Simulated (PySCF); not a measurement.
# CCSDT(Q)/STO-6G run of [SiF3]− (SMILES F[Si-](F)F)

Aim: the energy change on altering one bond length of [SiF3]− at CCSDT(Q)/STO-6G, from 2 runs. 

The calculation is run with PySCF 2.14.0.

7 further runs of the same task are left out: 7 set aside as unsound or not needed.

## Step 1: The system as given

The species is [SiF3]− (4 atoms), meant as a singlet with charge -1. SMILES: `F[Si-](F)F`. The coordinates come from a GFN2-xTB relaxation.

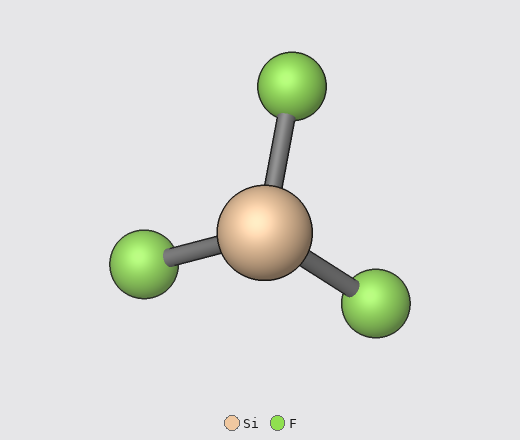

The structure, seen from a chosen angle (silicon light orange, fluorine green).

## Step 2: A single-point energy at CCSDT(Q)/STO-6G

Contents of job.py:

```python
from pyscf import gto, cc

mol = gto.Mole()
mol.atom = '''
Si    -0.008447     0.010904     1.294557
F      2.699115    -0.058506    -0.409976
F     -1.298828     2.362630    -0.458844
F     -1.391840    -2.315028    -0.425755
'''
mol.unit = 'bohr'
mol.charge = -1
mol.verbose = 4
mol.spin = 0
mol.basis = 'sto-6g'
mol.max_memory = 1860
mol.build()

calc0 = mol.RHF()
calc0.conv_tol = 1e-10
calc0.kernel()
if not calc0.converged:
    calc0 = calc0.newton().run(calc0.mo_coeff, calc0.mo_occ)

mycc = cc.CCSDT(calc0, frozen=8)
mycc.kernel()
e_bracket, e_q = mycc.ccsdt_q()
e_final = mycc.e_tot + e_q
print('Final energy', e_final)
```

Started as:

```sh
OMP_NUM_THREADS=1 python job.py
```

The log of the run:

```text
PySCF version 2.14.0

[INPUT] num. atoms = 4
[INPUT] num. electrons = 42
[INPUT] charge = -1
[INPUT] spin (= nelec alpha-beta = 2S) = 0
[INPUT] symmetry False subgroup None
[INPUT] Mole.unit = bohr
[INPUT] Symbol           X                Y                Z      unit          X                Y                Z       unit  Magmom
[INPUT]  1 Si    -0.004469959901   0.005770148308   0.685050062637 AA   -0.008447000000   0.010904000000   1.294557000000 Bohr   0.0
[INPUT]  2 F      1.428310147652  -0.030960041902  -0.216949956224 AA    2.699115000000  -0.058506000000  -0.409976000000 Bohr   0.0
[INPUT]  3 F     -0.687310178505   1.250249953836  -0.242809788167 AA   -1.298828000000   2.362630000000  -0.458844000000 Bohr   0.0
[INPUT]  4 F     -0.736530009247  -1.225060060242  -0.225299843435 AA   -1.391840000000  -2.315028000000  -0.425755000000 Bohr   0.0

nuclear repulsion = 169.961158895303
number of shells = 14
number of NR pGTOs = 144
number of NR cGTOs = 24
basis = sto-6g
ecp = {}

[... 35 lines left out ...]
converged SCF energy = -584.669830066919
[... 16 lines left out ...]
WARN: A large `blksize` is being used, which may cause large memory consumption
[... 12 lines left out ...]
Init t2, MP2 energy = -584.728969448562  E_corr(MP2) -0.059139381643
[... 14 lines left out ...]
RCCSDT converged
[... 5 lines left out ...]
Final energy -584.7471578149707
```

It took 8.1 s on 1 thread of Arm Neoverse V1, shared host; peak memory 0.12 GiB.

## Step 3: The distorted shape, same level

Contents of calc.py:

```python
from pyscf import gto, scf, cc

mol = gto.M(
    atom='''
Si    -1.362241     0.045609     2.146831
F      2.699115    -0.058506    -0.409976
F     -2.652622     2.397335     0.393430
F     -2.745634    -2.280323     0.426519
''',
    basis='sto-6g',
    unit='bohr',
    charge=-1,
    verbose=4,
    max_memory=1860,
)

mf = scf.RHF(mol)
mf.conv_tol = 1e-10
mf.kernel()
if not mf.converged:
    mf = mf.newton().run(mf.mo_coeff, mf.mo_occ)

mycc = cc.CCSDT(mf, frozen=8)
mycc.kernel()
e_bracket, e_q = mycc.ccsdt_q()
e_tot = mycc.e_tot + e_q
print(f'total energy: {e_tot:.8f} hartree')
```

Started as:

```sh
OMP_NUM_THREADS=1 python calc.py
```

The log of the run:

```text
PySCF version 2.14.0

[INPUT] num. atoms = 4
[INPUT] num. electrons = 42
[INPUT] charge = -1
[INPUT] spin (= nelec alpha-beta = 2S) = 0
[INPUT] symmetry False subgroup None
[INPUT] Mole.unit = bohr
[INPUT] Symbol           X                Y                Z      unit          X                Y                Z       unit  Magmom
[INPUT]  1 Si    -0.720866892981   0.024135243413   1.136054040897 AA   -1.362241000000   0.045609000000   2.146831000000 Bohr   0.0
[INPUT]  2 F      1.428310147652  -0.030960041902  -0.216949956224 AA    2.699115000000  -0.058506000000  -0.409976000000 Bohr   0.0
[INPUT]  3 F     -1.403707111585   1.268615048941   0.208194190092 AA   -2.652622000000   2.397335000000   0.393430000000 Bohr   0.0
[INPUT]  4 F     -1.452926942327  -1.206694965137   0.225704134824 AA   -2.745634000000  -2.280323000000   0.426519000000 Bohr   0.0

nuclear repulsion = 149.436925208684
number of shells = 14
number of NR pGTOs = 144
number of NR cGTOs = 24
basis = sto-6g
ecp = {}

[... 39 lines left out ...]
converged SCF energy = -584.508567855096
[... 16 lines left out ...]
WARN: A large `blksize` is being used, which may cause large memory consumption
[... 12 lines left out ...]
Init t2, MP2 energy = -584.593994626207  E_corr(MP2) -0.085426771111
[... 26 lines left out ...]
RCCSDT converged
[... 5 lines left out ...]
total energy: -584.62584672 hartree
```

Run time: 9.6 s. Hardware: 1 thread of Arm Neoverse V1, shared host; peak memory 0.11 GiB.

## Step 4: What came out

At CCSDT(Q)/STO-6G, 8 core orbitals frozen:

```
                                                              quantity          value
                                             first shape: total energy  -584.74716 Eh
                      first shape: HOMO energy (Hartree–Fock orbitals)        2.19 eV
                      first shape: LUMO energy (Hartree–Fock orbitals)       21.13 eV
    first shape: HOMO–LUMO gap (to an unbound level, set by the basis)       18.94 eV
              first shape: correlation energy (8 core orbitals frozen)      -77.3 mEh
                                            first shape: T1 diagnostic          0.010
                                         distorted shape: total energy  -584.62585 Eh
                  distorted shape: HOMO energy (Hartree–Fock orbitals)        3.15 eV
                  distorted shape: LUMO energy (Hartree–Fock orbitals)       14.21 eV
distorted shape: HOMO–LUMO gap (to an unbound level, set by the basis)       11.07 eV
          distorted shape: correlation energy (8 core orbitals frozen)     -117.3 mEh
                                        distorted shape: T1 diagnostic          0.034
    energy change with the Si1–F2 bond stretched from 1.693 to 2.540 Å       3.301 eV
```

In words: With the Si1–F2 bond stretched from 1.693 to 2.540 Å the energy rises by 3.30 eV (319 kJ/mol). The first shape isn't relaxed at this level, so the change isn't measured from a minimum. The minimal basis adds a large error of its own. The HOMO (first shape) lies at positive energy, 2.19 eV: the electron is unbound at this level or held by a compact basis; values depend on the basis. The T1 diagnostic (distorted shape) of 0.034 is above the customary mark for such species, so a single reference may not serve. The HOMO (distorted shape) lies at positive energy, 3.15 eV: the electron is unbound at this level or held by a compact basis; values depend on the basis.
